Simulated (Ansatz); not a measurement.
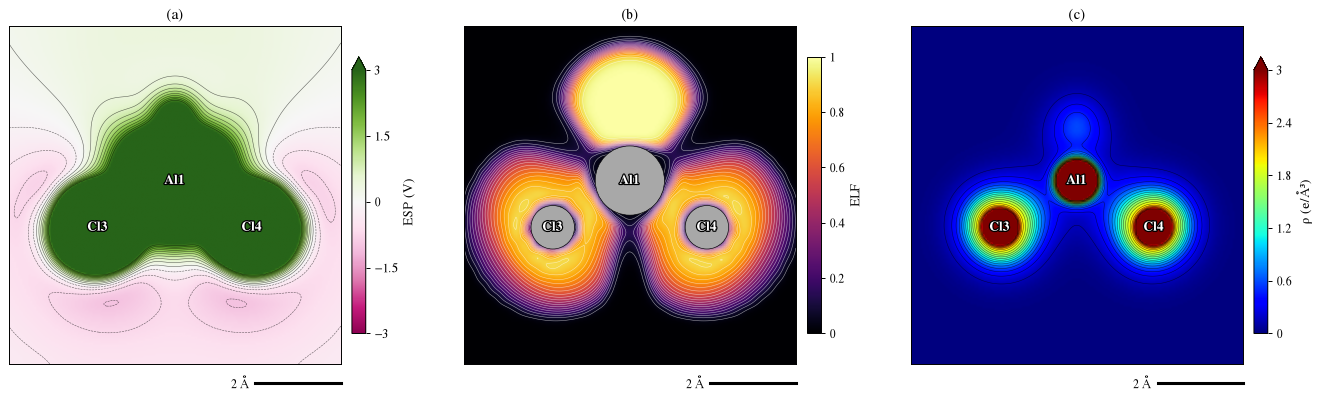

Figure 1: AlCl$_{2}$FH$_{2}$. (a) molecular electrostatic potential; (b) electron localisation function; (c) electron density on the plane of atoms Cl3, Al1 and Cl4. Grey discs cover the atomic cores in the ELF map.

Computed with RHF/def2-SVP (Ansatz).

```csv
atom,x (Å),y (Å),z (Å)
Al,0.0094,0.1000,0.0703
H,0.0069,0.7214,1.5077
Cl,1.8097,0.0665,-1.0329
Cl,-1.8012,0.0033,-1.0120
F,0.0477,-1.8362,0.8168
H,0.0554,-1.9535,1.7221
```

What does the map show?

Atoms in the plane: Al and Cl. Al–Cl (2.11 Å): ρ at the midpoint is about 0.7 e/Å³; the ELF peaks at about 0.90 in the valence shell of Cl, 0.9 Å from its nucleus, and is about 0.85 at the midpoint. The ELF also peaks beside Cl3 and Cl4, away from the bonds: lone-pair regions. Outside the dense part of the molecule the potential is most negative (−1.0 V) near Cl3 and Cl4.
